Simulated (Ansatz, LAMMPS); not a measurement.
# Elastic response of glassy 81SiO2-7Na2O-7CaO-4ZnO (mol %) (78 atoms): runs compared

Aim: relax glassy 81SiO2-7Na2O-7CaO-4ZnO (mol %) (78 atoms), then change its volume and shape to read moduli from the stress.

Computed with Ansatz 0.2.0: Kohn-Sham DFT, PBE, PAW (set soft_2), plane waves.

## (1) The cell as built

The cell holds 78 atoms: 22 Si, 4 Na, 2 Ca, 1 Zn and 49 O. Its edges and angles: a = 10.144 Å, b = 10.144 Å, c = 10.144 Å, α = 90.0°, β = 90.0°, γ = 90.0°. 78 atoms (22 Si, 4 Na, 2 Ca, 1 Zn, 49 O) placed at random at 2.4 g/cm³, melted at 4000 K for 10 ps at fixed volume with the Morse and Coulomb pair potential with partial charges (Pedone, Malavasi, Menziani, Cormack and Segre, J. Phys. Chem. B 110, 11780 (2006)). Quenched from 4000 K to 300 K at 1000 K/ps and fixed volume, held 10 ps at zero pressure.

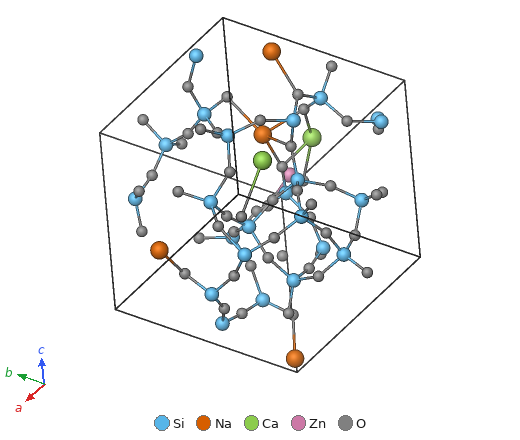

The cell as built. Bonds to atoms that aren't drawn are left out. Some periodic images of atoms are drawn too.

What the set-up can't give: The quench rate of 1000 K/ps far exceeds what a furnace or splat quench reaches, so expect more defects and frozen-in strain than in a real sample. The network of bonds at the start is that of the classical potential that made the cell, and needn't be the one that DFT or experiment would give. Only the Γ point is sampled.

## (2) The reference run

The reference is a single point at the end of the relaxation.

Every strained cell starts from the geometry of this run, and its atoms are relaxed with the cell held.

Its input, with most atom lines left out:

```yaml
crystal:
  lattice:
    - [10.2924, -0.26501, -0.27419]
    - [-0.26501, 9.91961, 0.12396]
    - [-0.27419, 0.12396, 10.47064]
  atoms:
    - { symbol: Si, position: [0.97317, 0.444, 0.0915] }
    - { symbol: Si, position: [0.23788, 0.46561, 0.19084] }
    - { symbol: Si, position: [0.70975, 0.86252, 0.85521] }
    - { symbol: Si, position: [0.26835, 0.81751, 0.53444] }
    - { symbol: Si, position: [0.11869, 0.42611, 0.83169] }
    - { symbol: Si, position: [0.59984, 0.26262, 0.17203] }
    - { symbol: Si, position: [0.84331, 0.39409, 0.4961] }
    [... atom lines 8 to 78 left out ...]
kpoints:
  mp_grid: { grid: [1, 1, 1] }
hamiltonian:
  xc: pbe
scf:
  occupations: { method: gaussian, width: 0.05 }
output:
  forces: true
  stress: true
  populations: true
  dos:
    method: { smearing: { sigma: 0.08 } }
    de: 0.1
    projected: { site_lists: { Ca: [Ca], Na: [Na], O: [O], Si: [Si], Zn: [Zn] } }
  eigenvalues: true
  write_density: true
  write_potential: true
  volumetric_format: npy
  elf: true
```

| Item | Value |
| --- | --- |
| free energy per atom | -702.2196 eV/atom |
| r.m.s. force component | 0.00427 eV/Å |
| pressure | 0.004717 GPa |

Filled and empty levels are parted by 3.61 eV (at Γ alone); a semilocal functional tends to put such gaps too low. In a disordered cell it changes from sample to sample, and tail or defect levels can set it.

## (3) The runs

Each row is one run, on 4 threads of Arm Neoverse V1, shared host. The free energy is the program's total, comparable only between runs with the same functional, potentials and atoms.

```tsv
run	atoms	outcome	ionic steps, all passes	free energy (eV)	time	host memory (GiB)
Single point at the start	78	converged	-	-54764.954	8.3 s	1.3
Cell and atoms relaxed	78	converged	29	-54773.129	4.7 min	1.3
Single point at the relaxed geometry	78	converged	-	-54773.129	15 s	1.3
Volume -3 %	78	converged	9	-54772.944	86 s	1.3
Volume +3 %	78	converged	16	-54773.009	2.9 min	1.3
Volume -6 %	78	converged	11	-54772.419	1.7 min	1.3
Volume +6 %	78	converged	12	-54772.567	2.2 min	1.4
Volume -10 %	78	converged	18	-54771.508	2.9 min	1.3
Stretched by 1 % along x	78	converged	5	-54773.093	52 s	1.3
Compressed by 1 % along x	78	converged	5	-54773.091	51 s	1.3
Sheared by 2 % in xy	78	converged	7	-54773.081	68 s	1.3
```

In some runs the program notes that the exchange-correlation potential is rough where the density is thin and the SCF threshold is loose for the stress.

## (4) Pressure against volume

Atoms are relaxed at each volume, in the scaled cell.

```tsv
volume change (%)	volume (Å³/atom)	energy change (meV/atom)	pressure (GPa)	largest move on relaxing (Å)	bonds	gap (eV)
-10	12.316	20.79	5.30	0.89	124	4.34
-6	12.863	9.11	3.55	0.36	121	3.99
-3	13.274	2.38	1.80	0.18	122	3.76
+0	13.685	0.00	0.00	-	119	3.61
+3	14.095	1.55	-1.41	0.51	120	3.52
+6	14.506	7.21	-3.01	0.61	118	3.37
```

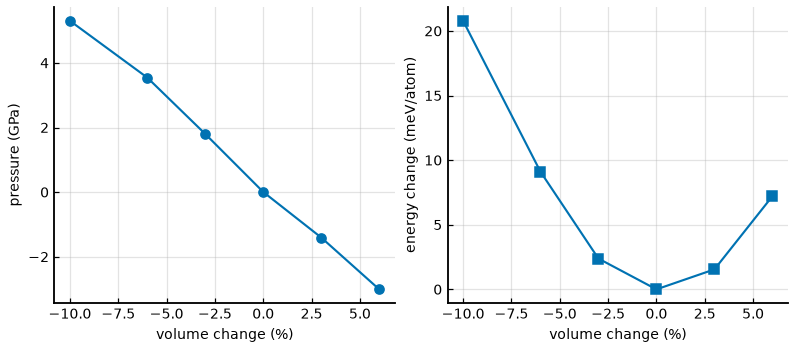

Pressure and energy against volume.

## (5) Uniaxial strain and shear

Stress (GPa, compression positive) less that of the relaxed cell, atoms relaxed:

```tsv
strain	xx	yy	zz	xy	energy change (meV/atom)
stretched by 1 % along x	-1.137	-0.383	-0.277	0.108	0.47
compressed by 1 % along x	1.137	0.429	0.334	-0.104	0.50
sheared by 2 % in xy	0.206	0.002	0.080	-0.740	0.62
```

## (6) What came out

The bulk modulus, from the slope of pressure against ln V over the three points nearest the relaxed volume, is 53.5 GPa; between neighbouring points the slope runs 40, 56, 59, 48 and 56 GPa from the smallest volume up, without a steady fall, so no pressure derivative is given, and the cell yields more easily when compressed beyond -6 %. The count of bonds runs from 118 to 124 over the series, so at some points contacts cross the cutoffs. At -10 %, +3 % and +6 % some atom moved by over 0.5 Å on relaxing, so those points may sit in another local minimum. The gap goes from 4.34 eV at the smallest volume to 3.37 eV at the largest, -5.8 eV per unit of ln V by a straight line, on the run's k-points. In the Cartesian axes of the cell, finite differences give C11 = 114, C12 = 40.6, C13 = 30.5 and C66 = 37.0 GPa (the shear of 2 % is the engineering strain, εxy = 0.01). The mean of C11, C12 and C13, which equals the bulk modulus in a cubic or isotropic solid, is 61.6 GPa: it lies 15 % over the bulk modulus from the volumes. For an isotropic solid C66 would equal (C11 − C12)/2 = 36.6 GPa; so small a sample needn't be isotropic, and C66 rests on one shear. With the bulk modulus and C66 as K and G, Young's modulus would be about 90 GPa and Poisson's ratio 0.22.

**Limits.** Strains are finite and relaxations stop at the force tolerance of the input, which can leave moduli too stiff; they are those of a static cell at zero temperature. Volumes are changed with the cell's shape held, so in an anisotropic solid the modulus lies over the one under free hydrostatic load. The program notes that the SCF threshold of the relaxations is loose for the stress.

The DFT runs together took 19 min of wall time.

[Logs are printed without paths, hosts, clocks, repeated set-up lines and the standing remarks that a program may print on its own settings, such as how far it seeks lower states.]

[Hosts, paths, dates, database ids (printed as entryN), source tags and the programs' standing remarks are cut or masked in the printed files.]
